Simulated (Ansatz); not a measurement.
| atom | x (Å) | y (Å) | z (Å) |
| --- | --- | --- | --- |
| Al | -1.1562 | 0.8123 | -0.5588 |
| N | 0.2584 | -0.1464 | -1.3553 |
| H | -2.5066 | -0.0041 | -0.3293 |
| H | -0.8964 | 2.3674 | -0.3221 |
| H | 0.3501 | -0.2502 | 2.3370 |
| F | -0.3814 | 0.3082 | 2.3664 |
| H | 1.4552 | -1.0688 | 0.3802 |
| F | 1.8029 | -1.3659 | 1.1822 |
| H | 1.0113 | 0.3594 | -1.8324 |
| H | 0.0628 | -1.0122 | -1.8679 |

Not at a stationary point (largest force 1.8 eV/Å).

Level of theory: RKS PBE/cc-pVDZ (Ansatz 0.2.0).

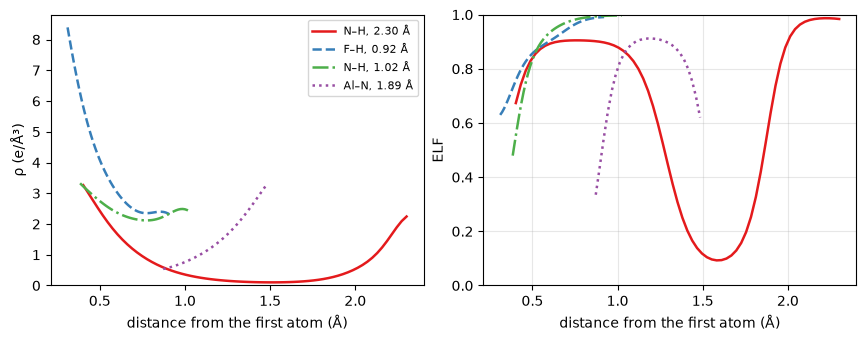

AlH4N···HF···HF. Total electron density and ELF along straight lines between neighbouring atoms. The curves leave out the atomic cores.

> What can be read from the curves?

N2···H7 (2.30 Å): the density falls to about 0.1 e/Å³ on the way; the ELF dips to about 0.10 between them: by its geometry a hydrogen bond between the two molecules, with no shared pair.
F–H (0.92 Å): ρ is about 4.7 e/Å³ halfway; the ELF climbs to about 1 towards the hydrogen, as it does in any bond to H: an ordinary covalent bond to hydrogen.
N–H (1.02 Å): ρ at the midpoint is about 2.7 e/Å³; the ELF climbs to about 1 towards the hydrogen: a covalent bond by its length.
Al–N (1.89 Å): ρ at the midpoint is about 0.64 e/Å³; the ELF peaks at about 0.90 in the valence shell of N, 0.7 Å from its nucleus, and is about 0.65 at the midpoint.
